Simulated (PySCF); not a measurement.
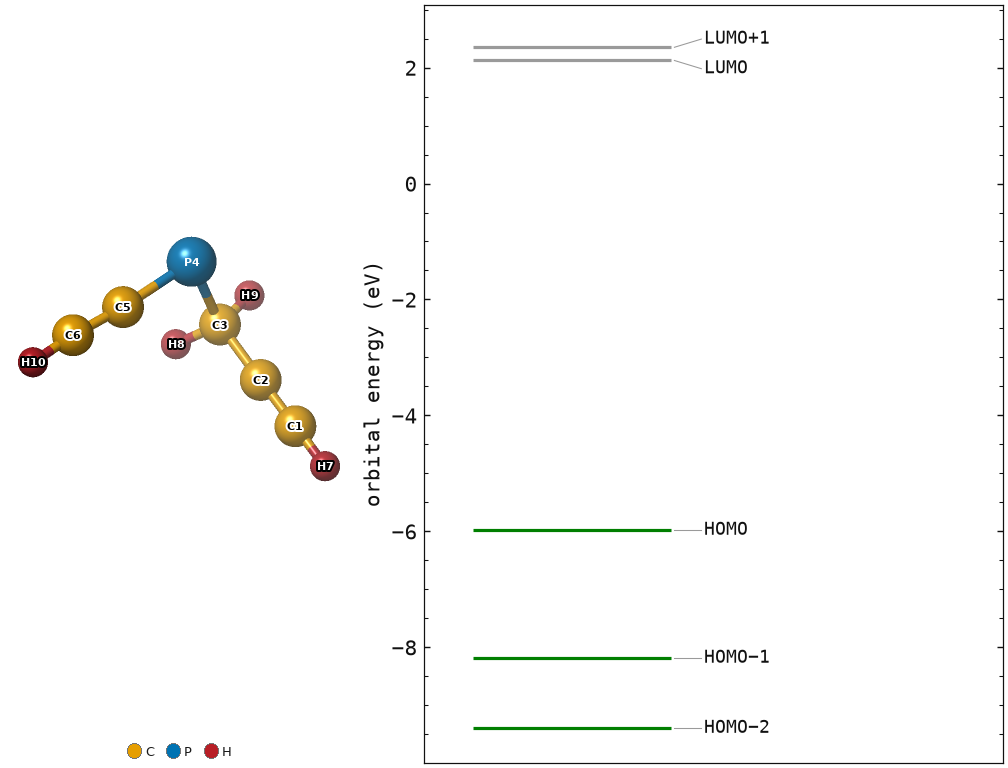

C₅H₄P⁻, SMILES C#CC[P-]C#C. Kohn-Sham orbital energies near the frontier, ωB97X-D/def2-SVPD (IEF-PCM acetonitrile) with PySCF 2.14.0, at a PBE0-D3(BJ)/def2-SVP geometry (no frequency check); empty levels in grey, levels within 0.03 eV side by side.

Question: Where do the frontier orbitals lie?

Answer: HOMO at −5.98 eV, LUMO at 2.12 eV, 8.10 eV apart.

Question: How far below the HOMO does the next level lie?

Answer: 2.21 eV.

Known limits of this run: one conformer of a flexible molecule; empty levels above zero depend strongly on the basis.
